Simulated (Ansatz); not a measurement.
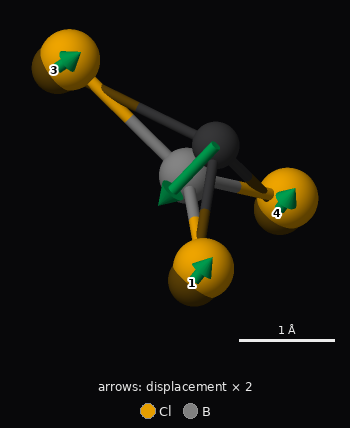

This is a relaxation of BCl3. The starting structure is drawn faded, the final one solid; green arrows show the displacements, magnified 2 times. The two geometries are superimposed by the best rigid fit.

A ball-and-stick model, seen from a free direction.

Level of theory: RKS PBE0-D4/def2-TZVP in Ansatz 0.2.0.

The input:
```yaml
crystal:
  periodic: [false, false, false]
  atoms:
    - {symbol: Cl, position_ang: [-1.135266, 1.271924, 0.706163]}
    - {symbol: B, position_ang: [-0.010240, 0.005675, -0.107433]}
    - {symbol: Cl, position_ang: [-0.484528, -1.712871, 0.486424]}
    - {symbol: Cl, position_ang: [1.769791, 0.357800, 0.380950]}
basis:
  gaussian: {orbitals: def2-TZVP}
hamiltonian: {xc: pbe0, dispersion: d4}
relax: {f_tol: 0.005, max_steps: 200}
```

Run as
```bash
ansatz run in.yaml --threads 4 --pin off --events-out ev --progress --plain --max-ram 9574MiB
```

### Which element moves most?

Boron: up to 0.48 Å, against 0.16 Å for chlorine.

### What happened in the run?

The energy falls by 1.846 eV in 4 geometry steps. The largest force component goes from 5.9 to 0.0018 eV/Å. The atom that moves furthest after the best rigid fit is B2 (0.48 Å). Largest moves by element: B 0.48 Å, Cl 0.16 Å. Near-neighbour distances that change, for instance: B2–Cl3 1.879 → 1.737 Å. Among the angles between lasting bonds that change: Cl1–B2–Cl3 109.2° → 120.0°.
